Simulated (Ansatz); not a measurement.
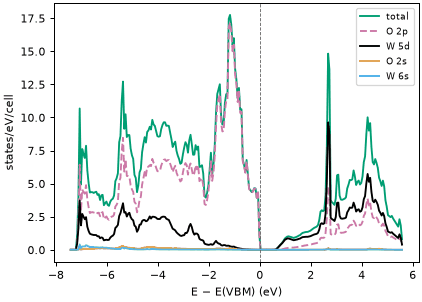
Figure: Total and projected density of states of WO3 in space group P6/mmm (No. 191; W on 3f, O on 6l, O on 3g), plane-wave PAW LDA (Ansatz code)

Q: Which orbitals carry the states next to the gap?

A: Top 1 eV of the valence band: O 2p 98 %. Bottom 1 eV of the conduction band: W 5d 83 %, O 2p 16 %. Projections are on Löwdin-orthogonalised atomic valence shells; empty p or d shells of many metals are not among them.

Q: Where is the tallest occupied peak in this window, and what makes it?

A: Near -1.2 eV, about 18 states/eV per cell; the largest projected share is O 2p.

The first step of the workflow began from a Materials Project structure, measured or hypothetical; the Crystallography Open Database files this formula in space group No. 191, but the cells were not matched. Its standing as an ambient phase is unchecked. The LDA relaxation kept the symmetry of its start. At this level the phase is dynamically unstable (imaginary phonons). No spin polarisation was allowed. No Hubbard U is applied. Scalar-relativistic: spin–orbit coupling is off unless named, which matters more the heavier the elements.

Potentials: the later of the program's two PAW sets.
